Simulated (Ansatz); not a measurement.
We consider chalcopyrite CdGeAs2, described by PBEsol-D3(BJ) in Ansatz (PAW).

Numerical settings: plane-wave cutoff 520 eV, 8×8×8 k mesh, Fermi–Dirac smearing 0.01 eV, scalar-relativistic PAW data made under PBE.

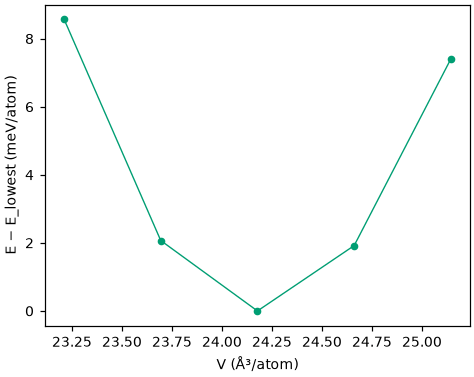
Figure. Total energy against volume

From the curve, estimate the equilibrium volume and the bulk modulus.

V0 ≈ 24.2 Å³/atom and B0 ≈ 66 GPa; the fit gives V0 = 24.178 Å³/atom, B0 = 65.9 GPa, B′ = 4.4.

Shape and atoms are relaxed at each volume.

Measured, for comparison: bulk modulus 69.9 GPa (temperature not stated, not corrected to a static lattice; as tabulated in Toher et al. (2017), arXiv:1611.05714). Computed (rounded) less measured: bulk modulus -6 %.

Note: the gap of the solid is closed in this run; this level leaves the solid without a gap, although one is measured; the bulk modulus comes from volumes at which shape and atoms were relaxed.

Static lattice: no zero-point or thermal effects.

The result took around 26 core-minutes (rough).

Ansatz is a first-principles code.
